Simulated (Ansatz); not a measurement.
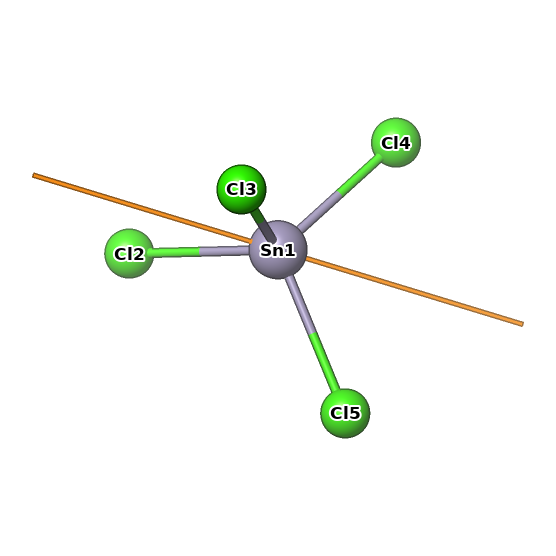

A line through the centre of mass is drawn in. Atoms fade into the background with distance from the viewer. The geometry was computed by an optimisation with PBE0-D4/def2-TZVP.

Q: Is the line a proper rotation axis of the structure, and of what order?

A: Yes, a C2 axis. A turn by 180° leaves Sn1 in place and moves Cl2 ↔ Cl3; Cl4 ↔ Cl5. The point group is Td.
